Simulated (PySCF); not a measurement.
## Geometry relaxation of C₆H₁₈GeN₂ (part 1 of 2)

System: C₆H₁₈GeN₂ (Ge(NMeEt)2H2), SMILES [H][Ge]([H])([N](C)CC)[N](C)CC.
Method: PBE0-D3(BJ)/def2-SVP geometry optimisation, gas phase (PySCF 2.14.0).

It belongs to a series of runs on one base structure; here: two ligands: H to NMeEt.

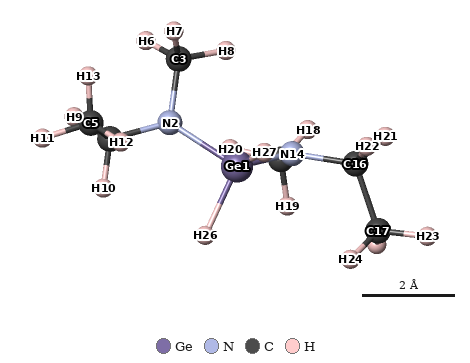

Fig. 1: The input geometry (ball-and-stick view, seen at a tilt; atoms are numbered from 1 in the order of the input). Sticks mark near contacts. Bond lengths as drawn: C–C 1.55 to 1.63 Å, C–H 1.03 to 1.16 Å, C–N 1.38 to 1.45 Å, Ge–H 1.53 to 1.66 Å and Ge–N 1.70 to 1.82 Å.

**Input**
```
{"job": {"xc": "PBE0", "basis": "def2-SVP", "d3": "d3bj", "grid": 1, "maxiter": 40, "shake": 0.03, "kind": "geom"}, "charge": 0, "multiplicity": 1}
Ge    -0.569960    -0.102360    -0.431630
N     -0.534940     0.446550     1.303250
C      0.023180    -0.466660     2.225820
C     -1.407030     1.348110     1.876580
C     -2.826150     0.641300     2.249950
H      0.503320     0.111260     3.081690
H     -0.597930    -1.196190     2.656080
H      0.926340    -0.986140     1.729040
H     -1.074020     1.841770     2.826460
H     -1.731280     2.109550     1.175760
H     -3.551380     1.390760     2.678220
H     -3.229330     0.167890     1.431940
H     -2.737850    -0.048600     3.031100
N      1.026560    -0.446420    -0.894920
C      2.117990     0.474490    -0.672900
C      1.323720    -1.300750    -2.005710
C      1.241000    -0.651820    -3.411430
H      3.054410     0.002960    -0.513050
H      2.248190     1.203360    -1.483650
H      1.818660     1.079220     0.249420
H      2.270780    -1.786130    -1.930960
H      0.606610    -2.207440    -2.001950
H      1.406050    -1.393350    -4.249610
H      0.236570    -0.224030    -3.548640
H      2.038210     0.052580    -3.505990
H     -1.310140     1.226270    -1.098380
H     -1.424160    -1.331820    -0.746080
```

The first line tells a small driver script what to run in PySCF; the rest is the geometry in Å.

Run on 2 CPU threads, shared host.

Launch command:
```bash
OMP_NUM_THREADS=2 python <driver script> task.json out
```

**Output**
```
step   0  E = -2424.75420205  max force = 0.091043
step   1  E = -2424.79929571  max force = 0.033611
step   2  E = -2424.80256532  max force = 0.007427
step   3  E = -2424.80350436  max force = 0.004148
step   4  E = -2424.80367667  max force = 0.000847
step   5  E = -2424.80371836  max force = 0.000695
step   6  E = -2424.80378996  max force = 0.001372
step   7  E = -2424.80381241  max force = 0.000837
step   8  E = -2424.80383434  max force = 0.000650
step   9  E = -2424.80384210  max force = 0.000372
optimisation converged
```

**Trajectory as extended XYZ (Å, eV, eV/Å), 10 frames, from step=0 to step=9**
```
27
Properties=species:S:1:pos:R:3:forces:R:3 step=0 energy=-65980.92260
Ge   -0.5700   -0.1024   -0.4316   -4.6426   2.5572   0.2078
N    -0.5349    0.4466    1.3033    1.3968  -0.7187  -0.3089
C     0.0232   -0.4667    2.2258    4.1972   0.8713  -0.0770
C    -1.4070    1.3481    1.8766   -4.1824  -0.0946   1.2914
C    -2.8262    0.6413    2.2500    1.5932   3.9887   1.5977
H     0.5033    0.1113    3.0817   -0.4629  -0.5120  -0.5336
H    -0.5979   -1.1962    2.6561   -1.4785  -1.4497   0.6905
H     0.9263   -0.9861    1.7290   -1.2461   0.3634   0.6622
H    -1.0740    1.8418    2.8265    0.4135  -0.2575  -0.6096
H    -1.7313    2.1096    1.1758    0.3229   0.6498  -0.4422
H    -3.5514    1.3908    2.6782    0.4329  -0.3275  -0.6411
H    -3.2293    0.1679    1.4319   -1.1977  -1.2153  -2.4869
H    -2.7378   -0.0486    3.0311    0.5005  -1.6264   1.4927
N     1.0266   -0.4464   -0.8949    4.6816  -0.9453  -1.5947
C     2.1180    0.4745   -0.6729   -2.2764   2.0075   1.5170
C     1.3237   -1.3008   -2.0057   -2.6014  -1.7586  -1.4913
C     1.2410   -0.6518   -3.4114   -0.5193  -1.6813   0.1430
H     3.0544    0.0030   -0.5131    1.2230  -0.9227   0.3621
H     2.2482    1.2034   -1.4836    0.0106   0.1482  -0.2812
H     1.8187    1.0792    0.2494    0.7173  -0.5231  -0.8797
H     2.2708   -1.7861   -1.9310    1.4012  -0.2912   0.5250
H     0.6066   -2.2074   -2.0019    0.6390   1.2017   0.0740
H     1.4061   -1.3934   -4.2496   -0.1908   0.3814   0.8638
H     0.2366   -0.2240   -3.5486    0.1894   0.3405  -0.1473
H     2.0382    0.0526   -3.5060    0.5223   1.1859  -0.2506
H    -1.3101    1.2263   -1.0984    0.6253  -1.0750   0.3384
H    -1.4242   -1.3318   -0.7461   -0.0686  -0.2970  -0.0214
27
Properties=species:S:1:pos:R:3:forces:R:3 step=1 energy=-65982.14966
Ge   -0.6266   -0.1016   -0.4516   -0.9571   0.4166   0.1075
N    -0.5396    0.3830    1.3205    0.5771  -0.5030   0.0778
C     0.0505   -0.5316    2.2681    0.6509   0.0953   0.0141
C    -1.4506    1.3196    1.8812   -1.7283   0.0532   0.3023
C    -2.8377    0.7404    2.3174    0.8183   0.4273   0.2239
H     0.5089    0.0179    3.1189   -0.2179   0.0243  -0.0976
H    -0.6434   -1.2742    2.6958   -0.1446  -0.1134   0.0328
H     0.8979   -1.0773    1.8103   -0.2690  -0.0063  -0.0965
H    -1.0217    1.8134    2.7727    0.2555   0.0585  -0.1220
H    -1.6937    2.1020    1.1444    0.2953   0.1279  -0.0530
H    -3.4900    1.5446    2.7021    0.0227  -0.0239  -0.2165
H    -3.3187    0.2431    1.4685   -0.1884  -0.0972  -0.0744
H    -2.7323    0.0304    3.1498    0.0255  -0.2181  -0.0729
N     1.0649   -0.4698   -0.9635    0.7927   0.1254   0.0800
C     2.0516    0.5509   -0.6540   -0.3620   0.0249  -0.1089
C     1.3726   -1.3364   -2.0765   -0.4888  -0.2480  -0.3388
C     1.2743   -0.6871   -3.4638    0.2424  -0.4300   0.1790
H     3.0352    0.0961   -0.4697    0.1621  -0.0407   0.0469
H     2.1626    1.3068   -1.4546    0.1193   0.0031  -0.0886
H     1.7422    1.1046    0.2509    0.0725  -0.1825  -0.0515
H     2.3728   -1.7840   -1.9514    0.2062   0.1535   0.1248
H     0.6967   -2.2184   -2.0584   -0.0304   0.2809   0.1076
H     1.4594   -1.4380   -4.2498   -0.0284  -0.0031   0.0230
H     0.2690   -0.2735   -3.6302    0.0312   0.1542  -0.0140
H     2.0402    0.0898   -3.5938   -0.1231   0.2138  -0.0091
H    -1.3176    1.1530   -1.0881    0.1899  -0.1848   0.0207
H    -1.4796   -1.3492   -0.7749    0.0763  -0.1081   0.0035
27
Properties=species:S:1:pos:R:3:forces:R:3 step=2 energy=-65982.23863
Ge   -0.6614   -0.0527   -0.4525    0.0514   0.1377   0.2313
N    -0.5771    0.4029    1.3224    0.2083  -0.2450  -0.1466
C     0.0503   -0.5311    2.2255   -0.1965   0.0469   0.0716
C    -1.5268    1.3163    1.8970   -0.1029   0.1311  -0.0147
C    -2.8530    0.7140    2.3488    0.0854  -0.1496   0.0560
H     0.4936    0.0022    3.0843    0.0035   0.0343   0.0719
H    -0.6394   -1.3022    2.6319    0.0624   0.0379   0.0102
H     0.8696   -1.0521    1.7143    0.0588  -0.0756  -0.0976
H    -1.0483    1.8164    2.7595    0.0176   0.0748   0.0418
H    -1.7354    2.1123    1.1594    0.0327  -0.0150   0.0308
H    -3.5154    1.5018    2.7344   -0.0971   0.0184   0.0062
H    -3.3582    0.2100    1.5055   -0.0043   0.0384   0.1124
H    -2.7115   -0.0230    3.1603   -0.0353   0.0435  -0.1422
N     1.0708   -0.3847   -0.9429    0.3371   0.0410  -0.1118
C     2.1467    0.5547   -0.7053   -0.3819   0.0015   0.0440
C     1.3289   -1.2993   -2.0243    0.1013  -0.1875  -0.0625
C     1.2693   -0.7041   -3.4276    0.1077  -0.0542   0.0017
H     3.0953    0.0139   -0.5233   -0.0488   0.0212  -0.0124
H     2.3185    1.2651   -1.5406    0.0153  -0.0474   0.0274
H     1.9215    1.1482    0.1887   -0.0061   0.0899   0.1344
H     2.3277   -1.7550   -1.8625   -0.0405   0.0115  -0.0454
H     0.6153   -2.1333   -1.9528   -0.1211  -0.0931  -0.0472
H     1.4317   -1.4872   -4.1831    0.0067  -0.0166  -0.0525
H     0.2860   -0.2483   -3.6200   -0.0208   0.0346  -0.0144
H     2.0435    0.0655   -3.5837   -0.0848  -0.0071   0.0292
H    -1.3499    1.1535   -1.1145   -0.0609   0.1469  -0.0959
H    -1.4447   -1.3496   -0.7783    0.1130  -0.0185  -0.0258
27
Properties=species:S:1:pos:R:3:forces:R:3 step=3 energy=-65982.26418
Ge   -0.6695   -0.0368   -0.4651   -0.0145  -0.1340  -0.0011
N    -0.5635    0.3911    1.3135   -0.0107  -0.0340  -0.0596
C     0.0496   -0.5518    2.2151   -0.1231  -0.0240  -0.0296
C    -1.4981    1.3218    1.9000    0.2133   0.1105  -0.0401
C    -2.8190    0.7314    2.3656   -0.0992  -0.0844   0.0177
H     0.5067   -0.0221    3.0700    0.0416  -0.0014   0.0260
H    -0.6516   -1.3067    2.6307    0.0394   0.0333   0.0015
H     0.8473   -1.0952    1.6879    0.0405  -0.0269   0.0060
H    -0.9941    1.8161    2.7542   -0.0496   0.0175   0.0258
H    -1.6882    2.1256    1.1667   -0.0558  -0.0319   0.0142
H    -3.4758    1.5193    2.7638   -0.0379  -0.0045   0.0389
H    -3.3479    0.2384    1.5321    0.0183   0.0312   0.0279
H    -2.6754   -0.0200    3.1597   -0.0092   0.0399  -0.0391
N     1.0553   -0.4102   -0.9591   -0.1263   0.1001  -0.0007
C     2.0562    0.5876   -0.6760    0.1076  -0.1191  -0.1086
C     1.3386   -1.3289   -2.0381    0.1502   0.0360   0.1080
C     1.3038   -0.7394   -3.4433   -0.0082   0.0384  -0.0358
H     3.0282    0.1021   -0.4655    0.0162   0.0493   0.0014
H     2.2201    1.3139   -1.4984    0.0145   0.0101   0.0078
H     1.7668    1.1554    0.2205   -0.0050   0.0130   0.0216
H     2.3407   -1.7693   -1.8581   -0.0507  -0.0258  -0.0175
H     0.6254   -2.1679   -1.9796   -0.0363  -0.0056   0.0132
H     1.4936   -1.5177   -4.1994    0.0088   0.0107   0.0018
H     0.3202   -0.2916   -3.6580   -0.0165  -0.0148  -0.0097
H     2.0622    0.0475   -3.5801   -0.0064  -0.0099   0.0232
H    -1.3332    1.1911   -1.1335    0.0096   0.0325   0.0192
H    -1.4512   -1.3294   -0.8052   -0.0107  -0.0062  -0.0125
27
Properties=species:S:1:pos:R:3:forces:R:3 step=4 energy=-65982.26887
Ge   -0.6665   -0.0384   -0.4642   -0.0116   0.0021   0.0063
N    -0.5665    0.3934    1.3139   -0.0144  -0.0061   0.0117
C     0.0439   -0.5478    2.2198   -0.0036  -0.0058  -0.0141
C    -1.5015    1.3254    1.8998   -0.0261   0.0033   0.0309
C    -2.8267    0.7273    2.3670    0.0205   0.0101  -0.0059
H     0.5069   -0.0173    3.0731    0.0094  -0.0052  -0.0111
H    -0.6568   -1.2978    2.6417    0.0021   0.0127   0.0011
H     0.8429   -1.0978    1.6979   -0.0136   0.0069   0.0077
H    -1.0082    1.8231    2.7585   -0.0031   0.0012  -0.0146
H    -1.7051    2.1261    1.1677   -0.0008  -0.0211  -0.0120
H    -3.4906    1.5079    2.7714    0.0103  -0.0069   0.0052
H    -3.3525    0.2351    1.5326    0.0008   0.0125  -0.0010
H    -2.6791   -0.0245    3.1579    0.0031  -0.0018  -0.0099
N     1.0596   -0.4025   -0.9589    0.0133   0.0436  -0.0296
C     2.0787    0.5821   -0.6906   -0.0266  -0.0168  -0.0024
C     1.3367   -1.3268   -2.0341    0.0111  -0.0261   0.0264
C     1.2998   -0.7366   -3.4403    0.0010  -0.0041  -0.0080
H     3.0479    0.0902   -0.4846    0.0028   0.0024   0.0029
H     2.2452    1.3021   -1.5176    0.0027   0.0052  -0.0012
H     1.8041    1.1613    0.2050    0.0053  -0.0077  -0.0104
H     2.3335   -1.7780   -1.8581   -0.0147  -0.0130  -0.0008
H     0.6155   -2.1609   -1.9729   -0.0033   0.0262   0.0016
H     1.4863   -1.5143   -4.1977    0.0108   0.0053   0.0008
H     0.3167   -0.2863   -3.6534   -0.0015  -0.0111   0.0001
H     2.0619    0.0464   -3.5754   -0.0066   0.0088   0.0069
H    -1.3323    1.1943   -1.1285    0.0220  -0.0149   0.0256
H    -1.4462   -1.3313   -0.8095    0.0106   0.0006  -0.0064
```
